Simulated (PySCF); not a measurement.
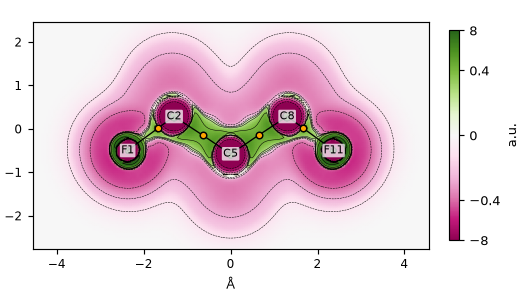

Figure 1: C3F8, SMILES `FC(F)(F)C(F)(F)C(F)(F)F`. Negative Laplacian of the density (−∇²ρ) in the plane of F1, C2, C5, C8 and F11 (green positive, pink negative, colour scale in a.u., logarithmic beyond ±0.04), with bond paths and bond critical points (dots).

Method: B3LYP/cc-pVDZ; geometry: GFN2-xTB; program: PySCF. No frequency check shows the geometry to be a minimum.

Input script:

```python
import numpy as np
from pyscf import gto, scf, dft
from pyscf.scf import atom_ks, atom_hf
from scipy.linalg import block_diag

def solve(mol, dm0=None, hcore=None):
    mf = (dft.UKS if mol.spin else dft.RKS)(mol, xc='b3lyp')
    mf.grids.level = 3
    mf = mf.density_fit(auxbasis='def2-universal-jkfit')
    mf.conv_tol, mf.max_cycle = 1e-8, 80
    if hcore is not None:
        mf.get_hcore = lambda *args: hcore
    mf.kernel(dm0)
    if not mf.converged:
        mf = mf.newton().run(mf.mo_coeff, mf.mo_occ, max_cycle=30)
    assert mf.converged, 'SCF not converged'
    return mf

mol = gto.M(atom='''
F     -2.37003     0.54929    -0.00020
C     -1.30091    -0.23337     0.00199
F     -1.35444    -1.01016     1.07578
F     -1.35425    -1.01022    -1.07597
C      0.00002     0.62514    -0.00004
F      0.00106     1.41830     1.08436
F     -0.00106     1.41826    -1.08441
C      1.30090    -0.23338    -0.00198
F      1.35426    -1.01015     1.07601
F      1.35442    -1.01020    -1.07575
F      2.37003     0.54928     0.00019
''', basis='cc-pvdz', charge=0, spin=0, verbose=4)
mf = solve(mol)
mf.analyze()
# spherically averaged free atoms, for the promolecule
atm = atom_ks.get_atm_nrks(mol, xc='b3lyp')
pro = block_diag(*[(atm[a[0]][2] * atm[a[0]][3]) @ atm[a[0]][2].T for a in mol._atom])
np.savez('result.npz', e=mf.e_tot, c=mf.mo_coeff, occ=mf.mo_occ, eps=mf.mo_energy, pro=pro, dip=mf.dip_moment(verbose=0), s2=mf.spin_square()[0])
```

Run with:

```sh
OMP_NUM_THREADS=1 python input.py
```

The run took 24 s on 1 thread of Intel(R) Xeon(R) Platinum 8259CL CPU @ 2.50GHz (Skylake/Cascade Lake), on a shared host, peak memory 0.66 GiB.

Partitions, critical points and surface values were worked out afterwards from this run's density.

### At which bond critical points in this plane is charge locally concentrated, and at which depleted?

Concentrated (∇²ρ < 0): F1–C2 and C8–F11 (−0.29 a.u.); C5–C8 and C2–C5 (−0.62 a.u.). At none is it depleted.

### Where along F1–C2 does the critical point lie?

0.87 Å from F1 and 0.45 Å from C2.
